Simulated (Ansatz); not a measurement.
```xyz
5

O    -1.3430   -1.0035    0.4030
Ge   -0.9093    0.6374   -0.1660
S     1.3423    0.3397   -0.2083
H    -0.6395   -1.6410    0.5673
H     1.5995    1.5938   -0.6374
```

Theory: Ansatz, RKS r2SCANh/def2-SVPD.

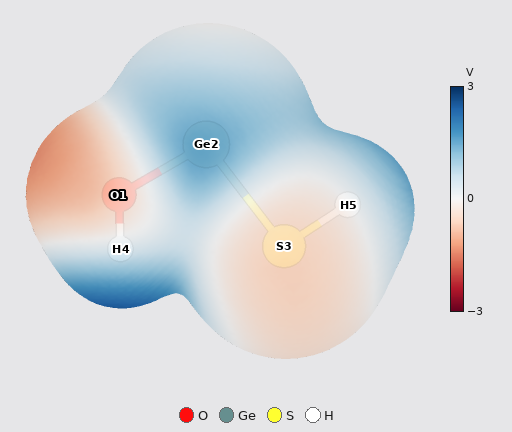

GeH2OS. The molecular electrostatic potential painted on the density surface at 0.002 e/bohr³, seen across its widest extent; red is negative and blue positive.

Q: Where is the surface potential most negative and most positive?

A: The most negative region (about −1.3 V) lies over O1, the most positive (about +2.4 V) over H4. O1 is the likeliest acceptor of a hydrogen bond.
